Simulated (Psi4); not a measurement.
**CH$_{7}$ClSi$_{2}$: single-point calculation**

System: CH$_{7}$ClSi$_{2}$, SMILES C[SiH2][SiH2]Cl.
Method: PBE/cc-pVDZ, RKS (Psi4 1.11).

The geometry comes from this level: PBE0-D4/def2-TZVP.

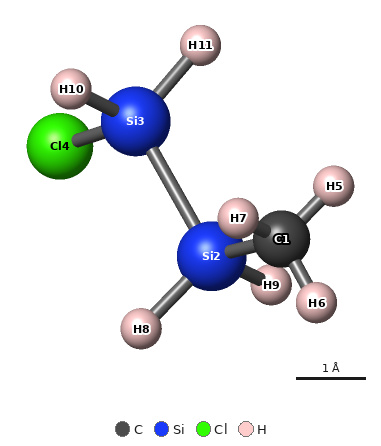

*The input geometry (ball-and-stick view, seen at a tilt; atoms are numbered from 1 in the order of the input).*

Bond lengths as drawn: Cl–Si 2.07 Å, C–H 1.09 Å, C–Si 1.88 Å, H–Si 1.49 Å and Si–Si 2.34 Å.

The input (job.in):
```
memory 1600 mb

molecule {
  C     -0.678900     1.645700     0.279900
  Si    -0.473800     0.059900    -0.701800
  Si     0.951800    -1.442200     0.388900
  Cl     1.133200    -3.151300    -0.758900
  H     -1.106900     1.443800     1.264100
  H     -1.345300     2.334100    -0.244900
  H      0.281900     2.145300     0.420800
  H      0.103800     0.342100    -2.044800
  H     -1.787100    -0.614900    -0.894200
  H      2.316900    -0.884800     0.579400
  H      0.429600    -1.850800     1.719500
  symmetry c1
}

set basis cc-pVDZ
set reference rks
set scf_type df
set guess huckel

e_tot, wfn = energy("pbe", return_wfn=True)
print_variables()
```

Hardware: 1 thread of AMD EPYC (Zen 5), 16 GiB of memory available, shared host.

Command:
```bash
psi4 -i job.in -o job.out -n 1
```

Output:
```
Psi4 1.11 release

   => Loading Basis Set <=

    Name: CC-PVDZ
    Role: ORBITAL
    Keyword: BASIS

         ---------------------------------------------------------
                                   SCF
                              RKS Reference
                        1 Threads,   1525 MiB Core
         ---------------------------------------------------------

  ==> Geometry <==

    Molecular point group: c1
    Full point group: C1

    Geometry (in Angstrom), charge = 0, multiplicity = 1:

       Center              X                  Y                   Z               Mass
    ------------   -----------------  -----------------  -----------------  -----------------
         C           -1.076591520674     2.793060727676     0.562929608364    12.000000000000
         SI          -0.871491520674     1.207260727676    -0.418770391636    27.976926534650
         SI           0.554108479326    -0.294839272324     0.671929608364    27.976926534650
         CL           0.735508479326    -2.003939272324    -0.475870391636    34.968852682000
         H           -1.504591520674     2.591160727676     1.547129608364     1.007825032230
         H           -1.742991520674     3.481460727676     0.038129608364     1.007825032230
         H           -0.115791520674     3.292660727676     0.703829608364     1.007825032230
         H           -0.293891520674     1.489460727676    -1.761770391636     1.007825032230
         H           -2.184791520674     0.532460727676    -0.611170391636     1.007825032230
         H            1.919208479326     0.262560727676     0.862429608364     1.007825032230
         H            0.031908479326    -0.703439272324     2.002529608364     1.007825032230

  Running in c1 symmetry.

  Rotational constants: A =      0.31281  B =      0.04426  C =      0.04015 [cm^-1]
  Rotational constants: A =   9377.93164  B =   1326.85041  C =   1203.51998 [MHz]
  Nuclear repulsion =  262.849092404268902

  Charge       = 0
  Multiplicity = 1
  Electrons    = 58
  Nalpha       = 29
  Nbeta        = 29

  ==> Algorithm <==

  SCF Algorithm Type is DF.
  DIIS enabled.
  MOM disabled.
  Fractional occupation disabled.
  Guess Type is HUCKEL.
  Energy threshold   = 1.00e-06
  Density threshold  = 1.00e-06
  Integral threshold = 1.00e-12

  ==> Primary Basis <==

  Basis Set: CC-PVDZ
    Blend: CC-PVDZ
    Number of shells: 51
    Number of basis functions: 103
    Number of Cartesian functions: 107
    Spherical Harmonics?: true
    Max angular momentum: 2

  ==> DFT Potential <==

   => LibXC <=

    Version 7.1.2

   => Composite Functional: PBE <=

    PBE GGA Exchange-Correlation Functional

    Deriv               =              1
    GGA                 =           TRUE
    Meta                =          FALSE

    Exchange Hybrid     =          FALSE
    MP2 Hybrid          =          FALSE

   => Exchange Functionals <=

    1.0000     XC_GGA_X_PBE

   => Correlation Functionals <=

    1.0000     XC_GGA_C_PBE

   => LibXC Density Thresholds  <==

    XC_GGA_C_PBE:  1.00E-12
    XC_GGA_X_PBE:  1.00E-15

   => Molecular Quadrature <=

    Radial Scheme          =       TREUTLER
    Pruning Scheme         =           NONE
    Nuclear Scheme         =       TREUTLER

    Blocking Scheme        =         OCTREE
    BS radius alpha        =              1
    Pruning alpha          =              1
    Radial Points          =             75
    Spherical Points       =            302
    Total Points           =         235394
    Total Blocks           =           1797
    Max Points             =            256
    Max Functions          =            103
    Weights Tolerance      =       1.00E-15

   => Loading Basis Set <=

    Name: (CC-PVDZ AUX)
    Role: JKFIT
    Keyword: DF_BASIS_SCF

  ==> Integral Setup <==

  DFHelper Memory: AOs need 0.047 GiB; user supplied 0.550 GiB.
  SCF_SUBTYPE=INCORE selected. In-core MEM_DF algorithm will be used.
  Using in-core AOs.

  ==> MemDFJK: Density-Fitted J/K Matrices <==

    J tasked:                   Yes
    K tasked:                    No
    wK tasked:                   No
    Memory [MiB]:               562
    Algorithm:                 Core
    Schwarz Cutoff:           1E-12
    Mask sparsity (%):       3.9023
    Fitting Condition:        1E-10

   => Auxiliary Basis Set <=

  Basis Set: (CC-PVDZ AUX)
    Blend: CC-PVDZ-JKFIT
    Number of shells: 195
    Number of basis functions: 567
    Number of Cartesian functions: 646
    Spherical Harmonics?: true
    Max angular momentum: 3

  Cached 100.0% of DFT collocation blocks in 0.568 [GiB].

  Minimum eigenvalue in the overlap matrix is 5.4399510873E-03.
  Reciprocal condition number of the overlap matrix is 1.0593207252E-03.
    Using symmetric orthogonalization.

  ==> Pre-Iterations <==

   -------------------------------------------------------
    Irrep   Nso     Nmo     Nalpha   Nbeta   Ndocc  Nsocc
   -------------------------------------------------------
     A        103     103      29      29      29       0
   -------------------------------------------------------
    Total     103     103      29      29      29       0
   -------------------------------------------------------

  ==> Iterations <==

                           Total Energy        Delta E     RMS |[F,P]|

   @DF-RKS iter   1: -1080.03449432729849   -1.08003e+03   1.41470e-02 DIIS/ADIIS
   @DF-RKS iter   2: -1080.16368821911351   -1.29194e-01   1.09959e-02 DIIS/ADIIS
   @DF-RKS iter   3: -1080.75282768528587   -5.89139e-01   5.84785e-03 DIIS/ADIIS
   @DF-RKS iter   4: -1080.97719417977805   -2.24366e-01   1.11410e-03 DIIS/ADIIS
   @DF-RKS iter   5: -1080.98405675689810   -6.86258e-03   4.74459e-04 DIIS/ADIIS
   @DF-RKS iter   6: -1080.98567656156115   -1.61980e-03   1.21423e-04 DIIS/ADIIS
   @DF-RKS iter   7: -1080.98575975067024   -8.31891e-05   4.13619e-05 DIIS
   @DF-RKS iter   8: -1080.98577243636373   -1.26857e-05   4.35351e-06 DIIS
   @DF-RKS iter   9: -1080.98577257732745   -1.40964e-07   1.17309e-06 DIIS
   @DF-RKS iter  10: -1080.98577258699265   -9.66520e-09   1.78314e-07 DIIS
  Energy and wave function converged.

  ==> Post-Iterations <==

   Electrons on quadrature grid:
      Ntotal   =   58.0000039468 ; deviation = 3.947e-06

    Orbital Energies [Eh]
    ---------------------

    Doubly Occupied:

       1A   -100.662952     2A    -65.452904     3A    -65.423038
       4A     -9.897999     5A     -9.164959     6A     -6.987079
       7A     -6.979504     8A     -6.979497     9A     -5.084868
      10A     -5.057680    11A     -3.498880    12A     -3.494624
      13A     -3.494318    14A     -3.468993    15A     -3.468524
      16A     -3.468337    17A     -0.747184    18A     -0.645846
      19A     -0.502887    20A     -0.447976    21A     -0.376938
      22A     -0.374022    23A     -0.346110    24A     -0.336708
      25A     -0.305413    26A     -0.298927    27A     -0.295812
      28A     -0.268425    29A     -0.244262

    Virtual:

      30A     -0.041981    31A     -0.003836    32A      0.007360
      33A      0.029406    34A      0.041106    35A      0.055964
      36A      0.069518    37A      0.080279    38A      0.095924
      39A      0.096790    40A      0.200910    41A      0.231688
      42A      0.237754    43A      0.239667    44A      0.262232
      45A      0.267292    46A      0.272452    47A      0.298997
      48A      0.328186    49A      0.386313    50A      0.398923
      51A      0.402572    52A      0.416934    53A      0.428317
      54A      0.453972    55A      0.463480    56A      0.484113
      57A      0.504600    58A      0.505769    59A      0.554746
      60A      0.572118    61A      0.587078    62A      0.598788
      63A      0.605974    64A      0.630036    65A      0.658775
      66A      0.664643    67A      0.699358    68A      0.722208
      69A      0.763575    70A      0.777657    71A      0.799856
      72A      0.817458    73A      0.845804    74A      0.863037
      75A      0.867812    76A      0.985131    77A      1.023805
      78A      1.102053    79A      1.200553    80A      1.254703
      81A      1.300493    82A      1.345405    83A      1.389989
      84A      1.415574    85A      1.437833    86A      1.459641
      87A      1.502056    88A      1.550999    89A      1.560140
      90A      1.579093    91A      1.597311    92A      1.682870
      93A      1.702976    94A      1.808555    95A      1.857282
      96A      1.876970    97A      1.901048    98A      1.967097
      99A      2.059739   100A      2.079145   101A      2.345900
     102A      2.377074   103A      2.380810

    Final Occupation by Irrep:
              A
    DOCC [    29 ]
    NA   [    29 ]
    NB   [    29 ]

  @DF-RKS Final Energy: -1080.98577258699265

   => Energetics <=

    Nuclear Repulsion Energy =            262.8490924042689016
    One-Electron Energy =               -2017.1454271783684362
    Two-Electron Energy =                 750.8849531852969221
    DFT Exchange-Correlation Energy =     -77.5743909981900401
    Empirical Dispersion Energy =           0.0000000000000000
    VV10 Nonlocal Energy =                  0.0000000000000000
    Total Energy =                      -1080.9857725869926526

Computation Completed

Properties will be evaluated at   0.000000,   0.000000,   0.000000 [a0]

Properties computed using the SCF density matrix

 Multipole Moments:

 ------------------------------------------------------------------------------------
     Multipole            Electronic (a.u.)      Nuclear  (a.u.)        Total (a.u.)
 ------------------------------------------------------------------------------------

 L = 1.  Multiply by 2.5417464519 to convert [e a0] to [Debye]
 Dipole X            :          4.1068388           -4.3278663           -0.2210274
 Dipole Y            :        -11.2526405           12.1162100            0.8635695
 Dipole Z            :         -2.6864334            3.0483499            0.3619165
 Magnitude           :                                                    0.9620754

 ------------------------------------------------------------------------------------

	total time  =          5 seconds =       0.08 minutes

  Variable Map:
  ----------------------------------------------------------------------------
  "CURRENT ENERGY"              =>   -1080.985772586993
  "CURRENT REFERENCE ENERGY"    =>   -1080.985772586993
  "DD SOLVATION ENERGY"         =>       0.000000000000
  "DFT FUNCTIONAL TOTAL ENERGY" =>   -1080.985772586993
  "DFT TOTAL ENERGY"            =>   -1080.985772586993
  "DFT VV10 ENERGY"             =>       0.000000000000
  "DFT XC ENERGY"               =>     -77.574390998190
  "GRID ELECTRONS ALPHA"        =>      29.000001973417
  "GRID ELECTRONS BETA"         =>      29.000001973417
  "GRID ELECTRONS TOTAL"        =>      58.000003946834
  "NUCLEAR REPULSION ENERGY"    =>     262.849092404269
  "ONE-ELECTRON ENERGY"         =>   -2017.145427178368
  "PCM POLARIZATION ENERGY"     =>       0.000000000000
  "PE ENERGY"                   =>       0.000000000000
  "SCF ITERATION ENERGY"        =>   -1080.985772586993
  "SCF ITERATIONS"              =>      10.000000000000
  "SCF TOTAL ENERGY"            =>   -1080.985772586993
  "TWO-ELECTRON ENERGY"         =>     750.884953185297
  "XC GRID RADIAL POINTS"       =>      75.000000000000
  "XC GRID SPHERICAL POINTS"    =>     302.000000000000
  "XC GRID TOTAL POINTS"        =>  235394.000000000000

  Array Variable Map:
  ----------------------------------------------------------------------------
  "CURRENT DIPOLE"              =>      -0.221027421424 ... 0.361916522559 1 by 3
  "SCF DIPOLE"                  =>      -0.221027421424 ... 0.361916522559 1 by 3
  "SCF TOTAL ENERGIES"          =>   -1080.034494327298 ... -1080.985772586993 1 by 10

    Psi4 run time: 0:00:05.26
```

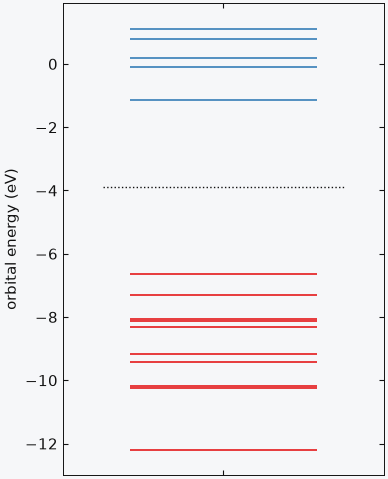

*Orbital energies near the frontier; the dotted line parts filled from empty levels, and levels within 0.02 eV of each other stand side by side.*

Highest filled −6.65 eV, lowest empty −1.14 eV, 5.51 eV apart.

Key numbers:

```json
{"quantity": "outcome", "value": "converged"}
{"quantity": "total energy", "value": "−1080.985773 hartree"}
{"quantity": "basis functions", "value": "103"}
{"quantity": "HOMO", "value": "−6.65 eV"}
{"quantity": "LUMO", "value": "−1.14 eV"}
{"quantity": "dipole moment", "value": "2.45 D"}
{"quantity": "wall time", "value": "6 s"}
{"quantity": "peak memory", "value": "0.88 GiB"}
```
